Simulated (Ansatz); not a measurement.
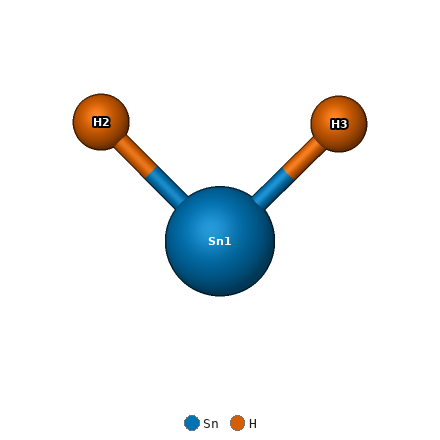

The system is SnH2; the picture shows the reference structure. 
- The first coordinate is: angle H2–Sn1–H3 (carried through 180); the second: change of the bonds Sn1–H2, Sn1–H3, all alike.
- Nothing is relaxed (all other coordinates rigid).
- The grid has 15 × 15 points; 120 points were computed and 105 follow by symmetry.
- Points are written as (first, second).
- Energies: eV, counted from the relaxed molecule at the same level.
- Energies and slopes of some neighbouring points disagree (a jump in structure or state, or too coarse a mesh).
- Level of theory: RKS PBE0-D4/def2-TZVP (Ansatz).

Its coordinates:

```xyz
3

Sn    0.0050   -0.0085   -0.8315
H     1.2562   -0.0183    0.4236
H    -1.2612    0.0268    0.4079
```

The input of one point:

```yaml
crystal:
  periodic: [false, false, false]
  atoms:
    - { symbol: Sn, position_ang: [0.00503, -0.008469, -0.831529] }
    - { symbol: H, position_ang: [1.255074, -0.043853, -2.112563] }
    - { symbol: H, position_ang: [-1.229423, 0.000662, -2.128046] }
basis:
  gaussian: { orbitals: def2-TZVP }
hamiltonian:
  xc: pbe0
  dispersion: d4
output:
  forces: true
```

Range: angle H2–Sn1–H3 (carried through 180) from 72.5 to 287.5°; change of the bonds Sn1–H2, Sn1–H3, all alike from −0.195 to 0.301 Å.

Question: What landscape does the calculation give?

Answer: The lowest grid point is at (87.9°, 0.018 Å), 0.007 eV from the relaxed molecule at the same level. The same energy is found at (272.1°, 0.018 Å). The highest grid point, (180.0°, 0.301 Å), lies 3.71 eV above the lowest.

```
second ↓, first →  72.5  87.9  103.2  118.6  133.9  149.3  164.6  180.0  195.4  210.7  226.1  241.4  256.8  272.1  287.5
            0.301  0.83  0.69   0.75   1.02   1.45   2.06   2.82   3.72   2.82   2.06   1.45   1.02   0.75   0.69   0.83
            0.266  0.70  0.56   0.63   0.90   1.35   1.98   2.77   3.71   2.77   1.98   1.35   0.90   0.63   0.56   0.70
            0.230  0.59  0.44   0.51   0.79   1.26   1.91   2.72   3.70   2.72   1.91   1.26   0.79   0.51   0.44   0.59
            0.195  0.48  0.33   0.41   0.70   1.17   1.84   2.68   3.70   2.68   1.84   1.17   0.70   0.41   0.33   0.48
            0.160  0.39  0.23   0.31   0.61   1.10   1.79   2.65   3.70   2.65   1.79   1.10   0.61   0.31   0.23   0.39
            0.124  0.31  0.15   0.23   0.53   1.04   1.74   2.62   3.69   2.62   1.74   1.04   0.53   0.23   0.15   0.31
            0.089  0.25  0.08   0.16   0.47   0.99   1.70   2.60   3.66   2.60   1.70   0.99   0.47   0.16   0.08   0.25
            0.053  0.21  0.03   0.12   0.43   0.95   1.68   2.59   3.55   2.59   1.68   0.95   0.43   0.12   0.03   0.21
            0.018  0.19  0.01   0.09   0.41   0.94   1.67   2.58   3.42   2.58   1.67   0.94   0.41   0.09   0.01   0.19
           −0.018  0.20  0.01   0.09   0.41   0.95   1.69   2.58   3.30   2.58   1.69   0.95   0.41   0.09   0.01   0.20
           −0.053  0.23  0.04   0.12   0.44   0.98   1.72   2.59   3.21   2.59   1.72   0.98   0.44   0.12   0.04   0.23
           −0.089  0.31  0.10   0.18   0.50   1.04   1.77   2.61   3.15   2.61   1.77   1.04   0.50   0.18   0.10   0.31
           −0.124  0.42  0.21   0.28   0.60   1.13   1.85   2.66   3.12   2.66   1.85   1.13   0.60   0.28   0.21   0.42
           −0.160  0.59  0.36   0.42   0.74   1.26   1.97   2.73   3.13   2.73   1.97   1.26   0.74   0.42   0.36   0.59
           −0.195  0.80  0.56   0.62   0.92   1.44   2.12   2.83   3.19   2.83   2.12   1.44   0.92   0.62   0.56   0.80
```

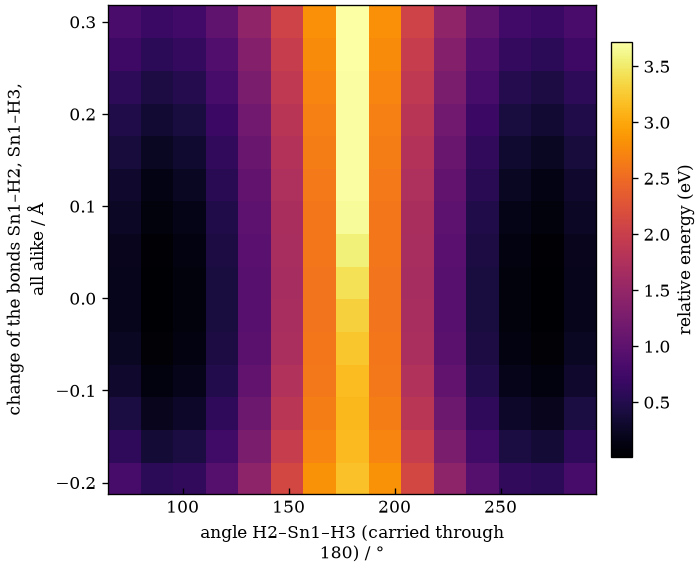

In the figure: one coloured cell a grid point.

Time for the 120 points that were run: 3.9 min on 1 thread of Arm Neoverse N1 (shared host).
